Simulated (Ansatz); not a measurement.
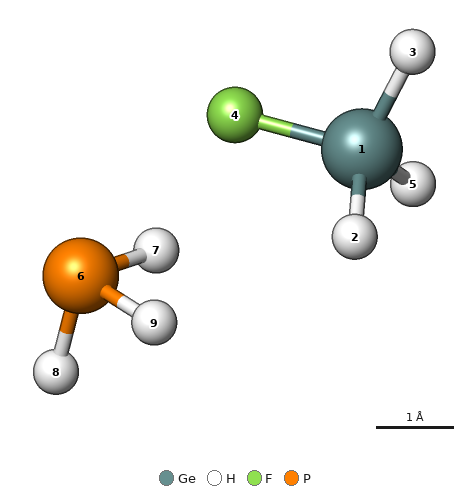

**Figure 1.** The structure as given in the input (ball-and-stick view, seen at a tilt; atoms are numbered from 1 in the order of the input). Sticks mark near contacts.

Nudged elastic band of GePH6F

The run: nudged elastic band of GePH6F. Method and program: RKS B3LYP-D4/def2-SVP (Ansatz 0.2.0).

It belongs to a series of runs on one base structure; here: band between the two ends. Figures and captions count atoms from 1; the log counts them from 0 in places.

### Input
```yaml
crystal:
  periodic: [false, false, false]
  atoms:
    - { symbol: Ge, position_ang: [0.682541, -0.144051, -0.211745] }
    - { symbol: H, position_ang: [1.130844, -0.117875, 1.260342] }
    - { symbol: H, position_ang: [1.728713, 0.479865, -1.15294] }
    - { symbol: F, position_ang: [-0.745149, 0.873246, -0.319055] }
    - { symbol: H, position_ang: [0.249927, -1.549069, -0.667221] }
    - { symbol: P, position_ang: [-3.17883, 0.381304, 1.473114] }
    - { symbol: H, position_ang: [-3.051029, -0.601487, 0.4447] }
    - { symbol: H, position_ang: [-4.004926, -0.464722, 2.283474] }
    - { symbol: H, position_ang: [-1.982791, -0.03391, 2.137029] }
basis:
  gaussian: { orbitals: def2-SVP }
hamiltonian:
  xc: b3lyp
  dispersion: d4
neb:
  order_check: false
  images: 5
  f_tol: 0.05
  max_iterations: 60
  final_atoms:
    - { symbol: Ge, position_ang: [-0.61745914, -0.29294094, -0.52950705] }
    - { symbol: H, position_ang: [0.36849473, 0.64356855, 3.18039978] }
    - { symbol: H, position_ang: [0.698542, -0.47168749, 0.25378948] }
    - { symbol: F, position_ang: [-0.46561774, 1.21120393, -1.4196869] }
    - { symbol: H, position_ang: [-0.80075467, -1.38715644, -1.60266208] }
    - { symbol: P, position_ang: [-2.41779267, -0.01039036, 0.93246887] }
    - { symbol: H, position_ang: [-3.38292774, -0.45002764, -0.02640357] }
    - { symbol: H, position_ang: [-2.23357388, -1.32317577, 1.47492004] }
    - { symbol: H, position_ang: [-0.3196109, 0.90390715, 2.98437944] }
  initial_path:
    images:
      - { positions_ang: [[0.682541, -0.144051, -0.211745], [1.130844, -0.117875, 1.260342], [1.728713, 0.479865, -1.15294], [-0.745149, 0.873246, -0.319055], [0.249927, -1.549069, -0.667221], [-3.17883, 0.381304, 1.473114], [-3.051029, -0.601487, 0.4447], [-4.004926, -0.464722, 2.283474], [-1.982791, -0.03391, 2.137029]] }
      - { positions_ang: [[0.45368209, -0.09226787, -0.1426232], [0.75456997, -0.06981347, 1.47207848], [1.63771933, 0.32993095, -0.94376027], [-0.76959219, 1.03723122, -0.40333675], [-0.0719783, -1.45564428, -0.61421904], [-2.93260761, 0.24999709, 1.25341132], [-3.09991547, -0.70587102, 0.30343963], [-3.49667709, -0.45253222, 2.24607126], [-1.64590074, -0.01772942, 2.07663656]] }
      - { positions_ang: [[0.22482319, -0.04048473, -0.07350139], [0.37829593, -0.02175193, 1.68381497], [1.54672567, 0.17999691, -0.73458054], [-0.79403537, 1.20121644, -0.4876185], [-0.39388359, -1.36221955, -0.56121707], [-2.68638523, 0.11869019, 1.03370864], [-3.14880193, -0.81025504, 0.16217925], [-2.98842818, -0.44034243, 2.20866853], [-1.30901049, -0.00154884, 2.01624412]] }
      - { positions_ang: [[-0.00403572, 0.0112984, -0.00437959], [0.0020219, 0.0263096, 1.89555145], [1.455732, 0.03006286, -0.52540081], [-0.81847856, 1.36520165, -0.57190026], [-0.71578889, -1.26879483, -0.50821511], [-2.44016284, -0.01261672, 0.81400596], [-3.1976884, -0.91463907, 0.02091888], [-2.48017926, -0.42815265, 2.17126579], [-0.97212023, 0.01463174, 1.95585168]] }
      - { positions_ang: [[-0.20851019, -0.09011471, -0.17942208], [0.12417951, 0.23206259, 2.32383423], [1.20333534, -0.13718726, -0.26567071], [-0.70085828, 1.31386908, -0.85449581], [-0.74411081, -1.3082487, -0.87303076], [-2.43270612, -0.0118746, 0.8534936], [-3.25943485, -0.75976859, 0.00514473], [-2.39797747, -0.72649369, 1.93915054], [-0.75461712, 0.31105688, 2.29869427]] }
      - { positions_ang: [[-0.41298467, -0.19152782, -0.35446456], [0.24633712, 0.43781557, 2.752117], [0.95093867, -0.30443737, -0.00594062], [-0.58323801, 1.2625365, -1.13709135], [-0.77243274, -1.34770257, -1.23784642], [-2.42524939, -0.01113248, 0.89298123], [-3.32118129, -0.60489811, -0.01062942], [-2.31577568, -1.02483473, 1.70703529], [-0.53711401, 0.60748202, 2.64153685]] }
      - { positions_ang: [[-0.61745914, -0.29294094, -0.52950705], [0.36849473, 0.64356855, 3.18039978], [0.698542, -0.47168749, 0.25378948], [-0.46561774, 1.21120393, -1.4196869], [-0.80075467, -1.38715644, -1.60266208], [-2.41779267, -0.01039036, 0.93246887], [-3.38292774, -0.45002764, -0.02640357], [-2.23357388, -1.32317577, 1.47492004], [-0.3196109, 0.90390715, 2.98437944]] }
```

Machine: 2 threads of Arm Neoverse V1, 24 GiB of memory available, shared host.

Command:
```bash
ansatz run input.yaml --threads 2 --pin off --max-ram 3072MiB --backend cpu --events-out ev --progress --plain --runs-dir out
```

### What the program printed
```
Engine: ansatz 0.2.0, aarch64-unknown-linux-gnu
Functional definition: B3LYP
  parameter a0 = 0.2
  parameter ax = 0.72
  parameter ac = 0.81
  exchange = (1 - a0 - ax)*slater_x + ax*b88_x + a0*exact_x
  correlation = (1 - ac)*vwn_rpa_c + ac*lyp_c
993 factors; integrals over basis functions are off by at most 3.5e-4 eV
mean field evaluation 1: about -68609.4993 eV, gradient 3.6e1 eV
mean field evaluation 2: about -68605.2479 eV, gradient 6.5e1 eV
mean field evaluation 4: about -68611.5414 eV, gradient 1.7e0 eV
mean field evaluation 8: about -68611.5508 eV, gradient 5.9e-2 eV
mean field -68611.55081001 eV, -2521.4279856886 hartree, gradient 6.6e-5 eV, S^2 0.000000; 0 other end points of the search recorded, 0 dependent functions left out
the calculation of the forces begins
reference -68611.55107675 eV, -2521.4279954911 hartree; 31, 31 occupied and 63, 63 virtual orbitals, 993 factors
991 factors; integrals over basis functions are off by at most 4.6e-4 eV
mean field evaluation 16: about -68604.6203 eV, gradient 6.7e1 eV
mean field -68611.42890808 eV, -2521.4235058750 hartree, gradient 3.9e-5 eV, S^2 0.000000; 0 other end points of the search recorded, 0 dependent functions left out
[... from here on the field's lines of each further geometry are left out, up to the last ...]
NEB iter   1: max|band force component| = 4.300e0 eV/Å  barrier→ = 5.5481 eV  barrier← = 5.4679 eV  Δτ_max = 0.2000 Å  (175 SCF iters)
NEB iter   2: max|band force component| = 1.819e0 eV/Å  barrier→ = 4.0537 eV  barrier← = 3.9735 eV  Δτ_max = 0.2000 Å  (142 SCF iters)
NEB iter   3: max|band force component| = 1.916e0 eV/Å  barrier→ = 3.3348 eV  barrier← = 3.2547 eV  Δτ_max = 0.1019 Å  (132 SCF iters)
NEB iter   4: max|band force component| = 5.010e-1 eV/Å  barrier→ = 3.1029 eV  barrier← = 3.0227 eV  Δτ_max = 0.1998 Å  (126 SCF iters)
NEB iter   5: max|band force component| = 9.047e-1 eV/Å  barrier→ = 2.5636 eV  barrier← = 2.4834 eV  Δτ_max = 0.1009 Å  (132 SCF iters)
NEB iter   6: max|band force component| = 6.864e-1 eV/Å  barrier→ = 2.5382 eV  barrier← = 2.4580 eV  Δτ_max = 0.1000 Å  (120 SCF iters)
NEB iter   7: max|band force component| = 5.680e-1 eV/Å  barrier→ = 2.1668 eV  barrier← = 2.0866 eV  Δτ_max = 0.1002 Å  (122 SCF iters)
NEB iter   8: max|band force component| = 5.875e-1 eV/Å  barrier→ = 1.9077 eV  barrier← = 1.8275 eV  Δτ_max = 0.1008 Å  (120 SCF iters)
NEB iter   9: max|band force component| = 6.470e-1 eV/Å  barrier→ = 1.6237 eV  barrier← = 1.5435 eV  Δτ_max = 0.2000 Å  (120 SCF iters)
NEB iter  10: max|band force component| = 1.353e0 eV/Å  barrier→ = 1.5289 eV  barrier← = 1.4487 eV  CI = image 2  Δτ_max = 0.2000 Å  (129 SCF iters)
NEB iter  11: max|band force component| = 1.464e0 eV/Å  barrier→ = 1.7426 eV  barrier← = 1.6625 eV  CI = image 2  Δτ_max = 0.2000 Å  (126 SCF iters)
NEB iter  12: max|band force component| = 1.818e0 eV/Å  barrier→ = 1.7387 eV  barrier← = 1.6585 eV  CI = image 2  Δτ_max = 0.1987 Å  (122 SCF iters)
NEB iter  13: max|band force component| = 2.199e0 eV/Å  barrier→ = 2.0702 eV  barrier← = 1.9900 eV  CI = image 2  Δτ_max = 0.2000 Å  (123 SCF iters)
NEB iter  14: max|band force component| = 2.031e0 eV/Å  barrier→ = 2.3202 eV  barrier← = 2.2400 eV  CI = image 2  Δτ_max = 0.1990 Å  (126 SCF iters)
NEB iter  15: max|band force component| = 1.916e0 eV/Å  barrier→ = 2.4429 eV  barrier← = 2.3627 eV  CI = image 2  Δτ_max = 0.1997 Å  (130 SCF iters)
NEB iter  16: max|band force component| = 1.927e0 eV/Å  barrier→ = 2.5630 eV  barrier← = 2.4828 eV  CI = image 2  Δτ_max = 0.1991 Å  (124 SCF iters)
NEB iter  17: max|band force component| = 1.698e0 eV/Å  barrier→ = 2.8505 eV  barrier← = 2.7703 eV  CI = image 2  Δτ_max = 0.1993 Å  (124 SCF iters)
NEB iter  18: max|band force component| = 1.450e0 eV/Å  barrier→ = 3.3799 eV  barrier← = 3.2998 eV  CI = image 2  Δτ_max = 0.2000 Å  (129 SCF iters)
NEB iter  19: max|band force component| = 1.312e0 eV/Å  barrier→ = 3.7059 eV  barrier← = 3.6257 eV  CI = image 2  Δτ_max = 0.1984 Å  (134 SCF iters)
NEB iter  20: max|band force component| = 1.396e0 eV/Å  barrier→ = 3.4465 eV  barrier← = 3.3663 eV  CI = image 2  Δτ_max = 0.1007 Å  (125 SCF iters)
NEB iter  21: max|band force component| = 9.521e-1 eV/Å  barrier→ = 3.2400 eV  barrier← = 3.1598 eV  CI = image 2  Δτ_max = 0.1999 Å  (131 SCF iters)
NEB iter  22: max|band force component| = 7.838e-1 eV/Å  barrier→ = 3.0753 eV  barrier← = 2.9951 eV  CI = image 2  Δτ_max = 0.2000 Å  (123 SCF iters)
NEB iter  23: max|band force component| = 1.073e0 eV/Å  barrier→ = 2.9559 eV  barrier← = 2.8757 eV  CI = image 2  Δτ_max = 0.1146 Å  (124 SCF iters)
NEB iter  24: max|band force component| = 5.866e-1 eV/Å  barrier→ = 2.8725 eV  barrier← = 2.7923 eV  CI = image 2  Δτ_max = 0.2000 Å  (119 SCF iters)
NEB iter  25: max|band force component| = 2.783e-1 eV/Å  barrier→ = 2.8336 eV  barrier← = 2.7534 eV  CI = image 2  Δτ_max = 0.1783 Å  (129 SCF iters)
NEB iter  26: max|band force component| = 2.624e-1 eV/Å  barrier→ = 2.8180 eV  barrier← = 2.7378 eV  CI = image 2  Δτ_max = 0.1562 Å  (122 SCF iters)
NEB iter  27: max|band force component| = 2.871e-1 eV/Å  barrier→ = 2.8074 eV  barrier← = 2.7272 eV  CI = image 2  Δτ_max = 0.1551 Å  (124 SCF iters)
NEB iter  28: max|band force component| = 2.255e-1 eV/Å  barrier→ = 2.8000 eV  barrier← = 2.7198 eV  CI = image 2  Δτ_max = 0.1111 Å  (125 SCF iters)
NEB iter  29: max|band force component| = 9.006e-2 eV/Å  barrier→ = 2.7956 eV  barrier← = 2.7154 eV  CI = image 2  Δτ_max = 0.1299 Å  (120 SCF iters)
NEB iter  30: max|band force component| = 8.842e-2 eV/Å  barrier→ = 2.7938 eV  barrier← = 2.7137 eV  CI = image 2  Δτ_max = 0.1459 Å  (119 SCF iters)
NEB iter  31: max|band force component| = 1.018e-1 eV/Å  barrier→ = 2.7932 eV  barrier← = 2.7130 eV  CI = image 2  Δτ_max = 0.0729 Å  (122 SCF iters)
NEB iter  32: max|band force component| = 8.324e-2 eV/Å  barrier→ = 2.7929 eV  barrier← = 2.7127 eV  CI = image 2  Δτ_max = 0.0739 Å  (118 SCF iters)
the calculation of the forces begins
reference -68611.41976814 eV, -2521.4231699885 hartree; 31, 31 occupied and 63, 63 virtual orbitals, 991 factors
996 factors; integrals over basis functions are off by at most 7.2e-4 eV
mean field -68608.68485343 eV, -2521.3226637266 hartree, gradient 1.5e-5 eV, S^2 0.000000; 1 other end points of the search recorded, 0 dependent functions left out
the calculation of the forces begins
reference -68608.68509365 eV, -2521.3226725544 hartree; 31, 31 occupied and 63, 63 virtual orbitals, 996 factors
NEB iter  33: max|band force component| = 4.342e-2 eV/Å  barrier→ = 2.7929 eV  barrier← = 2.7127 eV  CI = image 2  Δτ_max = 0.0000 Å  (246 SCF iters)
```

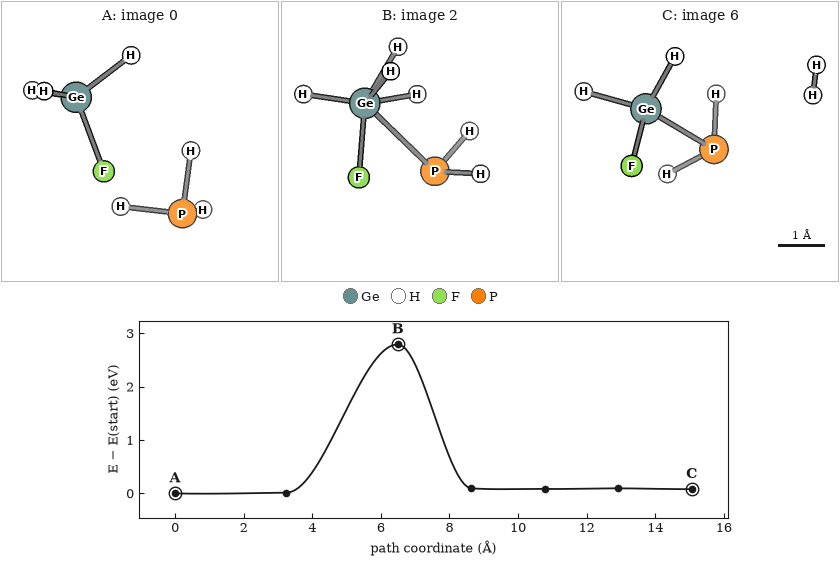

**Figure 2.** Images of the last band (counted from 0; ball-and-stick, seen at a tilt) above the energy along the path; the line is a cubic interpolation that uses the forces. The highest image is number 2, 2.793 eV above the start and 2.713 eV above the end (the climbing image); the end lies 0.080 eV above the start. The path is 15.06 Å long. The band converged in 33 iterations.

```
Total energy: -68608.96329471 eV, -2521.3328962550 hartree
Atom 0 at    -0.116231    -0.011313    -0.037875 Å, force    -0.003863     0.036947    -0.017182 eV/Å
Atom 1 at    -0.110193    -1.380289     1.106769 Å, force    -0.001113    -0.005105     0.001949 eV/Å
Atom 2 at     0.985124     0.656421     0.790787 Å, force    -0.004802    -0.002484     0.000924 eV/Å
Atom 3 at    -0.812255     1.453190    -0.782065 Å, force     0.010447    -0.017592     0.002809 eV/Å
Atom 4 at     0.033635    -0.957177    -1.226319 Å, force     0.000256    -0.001783    -0.001187 eV/Å
Atom 5 at    -2.721973    -0.051405     0.779399 Å, force     0.004110    -0.005207    -0.009747 eV/Å
Atom 6 at    -2.848329    -1.036644     1.818469 Å, force     0.001922    -0.003162     0.001473 eV/Å
Atom 7 at    -2.441954     0.993982     1.711607 Å, force     0.004382     0.006126     0.007934 eV/Å
Atom 8 at    -1.138523    -0.843464     1.086925 Å, force    -0.011338    -0.007739     0.013028 eV/Å
Dipole moment:     0.233793    -0.314135     0.264398 e Å
this run last wrote the band of iteration 33 to [file]
```

### The last band as extended XYZ (Å, eV, eV/Å)
```
9
Properties=species:S:1:pos:R:3:forces:R:3 image=0 energy=-68611.75592
Ge    0.6825   -0.1441   -0.2117   -0.0094   0.0144  -0.0082
H     1.1308   -0.1179    1.2603   -0.0073   0.0035  -0.0111
H     1.7287    0.4799   -1.1529   -0.0135  -0.0073   0.0126
F    -0.7451    0.8732   -0.3191    0.0267  -0.0208   0.0030
H     0.2499   -1.5491   -0.6672    0.0024   0.0101   0.0037
P    -3.1788    0.3813    1.4731    0.0145  -0.0112  -0.0099
H    -3.0510   -0.6015    0.4447   -0.0013   0.0142   0.0124
H    -4.0049   -0.4647    2.2835    0.0013  -0.0021   0.0036
H    -1.9828   -0.0339    2.1370   -0.0133  -0.0009  -0.0062
9
Properties=species:S:1:pos:R:3:forces:R:3 image=1 energy=-68611.74144
Ge    0.7607   -0.1596   -0.3035    0.0326  -0.0448   0.0012
H     0.4974   -1.1353    0.8569    0.0093  -0.0099  -0.0077
H     2.1485    0.4971   -0.2115   -0.0027   0.0043   0.0008
F    -0.4118    1.1332   -0.1169   -0.0080   0.0371   0.0021
H     0.4996   -0.7941   -1.6798    0.0021   0.0022   0.0009
P    -3.5802   -0.2593    1.2763   -0.0282   0.0170   0.0062
H    -3.0992   -1.3169    2.1101    0.0278  -0.0025   0.0129
H    -3.7121    0.6500    2.3726   -0.0057  -0.0158  -0.0041
H    -2.2737    0.2082    0.9434   -0.0273   0.0124  -0.0123
9
Properties=species:S:1:pos:R:3:forces:R:3 image=2 energy=-68608.96305
Ge   -0.1162   -0.0113   -0.0379   -0.0039   0.0369  -0.0172
H    -0.1102   -1.3803    1.1068   -0.0011  -0.0051   0.0019
H     0.9851    0.6564    0.7908   -0.0048  -0.0025   0.0009
F    -0.8123    1.4532   -0.7821    0.0104  -0.0176   0.0028
H     0.0336   -0.9572   -1.2263    0.0003  -0.0018  -0.0012
P    -2.7220   -0.0514    0.7794    0.0041  -0.0052  -0.0097
H    -2.8483   -1.0366    1.8185    0.0019  -0.0032   0.0015
H    -2.4420    0.9940    1.7116    0.0044   0.0061   0.0079
H    -1.1385   -0.8435    1.0869   -0.0113  -0.0077   0.0130
9
Properties=species:S:1:pos:R:3:forces:R:3 image=3 energy=-68611.65997
Ge   -0.6423    0.3114   -0.2929   -0.0059   0.0040   0.0072
H     0.3716   -1.7132    1.9121    0.0167  -0.0155   0.0127
H     0.3764    0.9151    0.6951   -0.0132   0.0000   0.0000
F    -0.7328    1.4602   -1.6156    0.0037   0.0199  -0.0297
H    -0.1409   -1.0130   -0.9036   -0.0138   0.0029   0.0032
P    -2.8425    0.1090    0.4796   -0.0232   0.0075   0.0001
H    -2.5036   -0.8836    1.4532    0.0131   0.0088  -0.0232
H    -2.7127    1.1836    1.4130    0.0010   0.0052  -0.0072
H    -0.3440   -1.5462    2.1067    0.0216  -0.0328   0.0369
9
Properties=species:S:1:pos:R:3:forces:R:3 image=4 energy=-68611.67179
Ge   -0.6705    0.2359   -0.3814    0.0014   0.0015   0.0026
H     0.5891   -0.9203    2.5218   -0.0013   0.0013   0.0011
H     0.2707    1.2582    0.2877    0.0029  -0.0001  -0.0015
F    -0.7561    0.6829   -2.0762   -0.0016   0.0000  -0.0012
H    -0.0824   -1.1891   -0.3699   -0.0017  -0.0003  -0.0013
P    -2.8414    0.4492    0.4589   -0.0004  -0.0004   0.0015
H    -3.1503   -0.9344    0.2770   -0.0053   0.0011  -0.0049
H    -2.3924    0.2568    1.8042    0.0042  -0.0055  -0.0008
H    -0.1373   -1.0158    2.7257    0.0019   0.0022   0.0044
9
Properties=species:S:1:pos:R:3:forces:R:3 image=5 energy=-68611.66060
Ge   -0.6522   -0.0467   -0.5457    0.0028  -0.0031   0.0075
H     0.5118   -0.1553    3.0691    0.0005   0.0018  -0.0003
H     0.5578    0.5581    0.1948    0.0006  -0.0011  -0.0005
F    -0.8140    0.8521   -2.0434   -0.0010   0.0032  -0.0038
H    -0.3914   -1.5083   -0.9686   -0.0010   0.0003  -0.0011
P    -2.6268    0.3188    0.6490   -0.0015   0.0000  -0.0026
H    -3.3595   -0.6431   -0.1139   -0.0016   0.0005   0.0006
H    -2.2504   -0.6402    1.6432    0.0014  -0.0011  -0.0007
H    -0.1461    0.0878    3.3631   -0.0001  -0.0004   0.0010
9
Properties=species:S:1:pos:R:3:forces:R:3 image=6 energy=-68611.67573
Ge   -0.6175   -0.2929   -0.5295    0.0036   0.0023   0.0021
H     0.3685    0.6436    3.1804   -0.0064   0.0031  -0.0026
H     0.6985   -0.4717    0.2538   -0.0009  -0.0003  -0.0023
F    -0.4656    1.2112   -1.4197   -0.0003  -0.0035   0.0000
H    -0.8008   -1.3872   -1.6027   -0.0024   0.0040   0.0043
P    -2.4178   -0.0104    0.9325   -0.0021  -0.0115  -0.0057
H    -3.3829   -0.4500   -0.0264    0.0028   0.0025   0.0039
H    -2.2336   -1.3232    1.4749   -0.0010   0.0062  -0.0025
H    -0.3196    0.9039    2.9844    0.0067  -0.0028   0.0028
```

### Results in brief

| quantity | value |
| --- | --- |
| outcome | converged |
| barrier, forward | 2.793 eV |
| barrier, backward | 2.713 eV |
| wall time | 5.6 min (CPU time 11 min) |
| peak memory | 0.19 GiB |

The order of the saddle point was not checked.
